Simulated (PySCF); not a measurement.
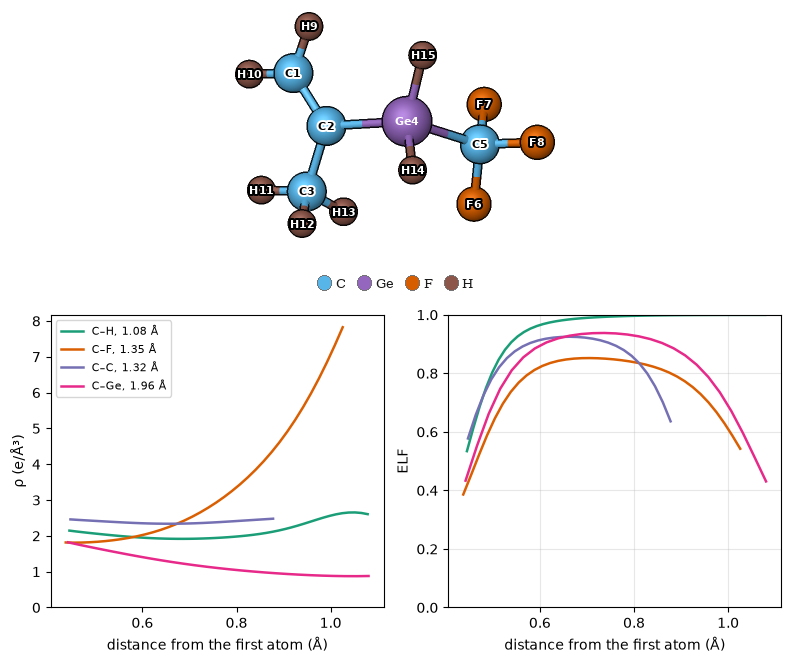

*C4H7F3Ge (SMILES C=[C](C)[GeH2][C](F)(F)F). Electron density and ELF along straight lines between neighbouring atoms. The curves leave out the atomic cores. The structure is drawn too.*

Geometry: GFN2-xTB.

Level of theory: CAM-B3LYP/def2-SVPD, SCF density, gas phase in PySCF 2.14.0.

The calculation's input:

```
{"job": {"kind": "uv", "xc": "CAM-B3LYP", "basis": "def2-SVPD", "nstates": 8, "ntriplets": 3}, "charge": 0, "multiplicity": 1}
C     -1.973499     0.122348    -0.863420
C     -1.002229    -0.164935    -0.009429
C     -0.863533    -1.489998     0.668406
Ge     0.382732     1.163609     0.410720
C      2.128398     0.509079    -0.346641
F      2.500775    -0.678159     0.171429
F      2.082053     0.339279    -1.681091
F      3.140162     1.362364    -0.106745
H     -2.043875     1.090230    -1.334345
H     -2.736589    -0.594741    -1.124640
H     -1.678753    -2.158577     0.402142
H     -0.853527    -1.355289     1.750802
H      0.081420    -1.956953     0.387759
H      0.675646     1.315768     1.877196
H      0.156404     2.503965    -0.224055
```

Run with:

```sh
OMP_NUM_THREADS=1 python probes_run.py task.json out
```

Q: Compare the contacts.

A: C–H (1.08 Å): the density is about 2 e/Å³ at the midpoint; the ELF climbs to about 1 towards the hydrogen, as it does in any bond to H (a covalent bond by its length).
C–F (1.35 Å): the density is about 2.3 e/Å³ at the midpoint, with its minimum of 1.8 e/Å³ about 0.5 Å from C; the ELF peaks at about 0.85 between the atoms: a shared but strongly polarised pair.
C–C (1.32 Å): ρ at the midpoint is about 2.3 e/Å³; the ELF peaks at about 0.90 between the atoms (a multiple bond).
C–Ge (1.96 Å): ρ at the midpoint is about 0.89 e/Å³; the ELF peaks at about 0.95 in the valence shell of C, 0.7 Å from its nucleus, and is about 0.75 at the midpoint.
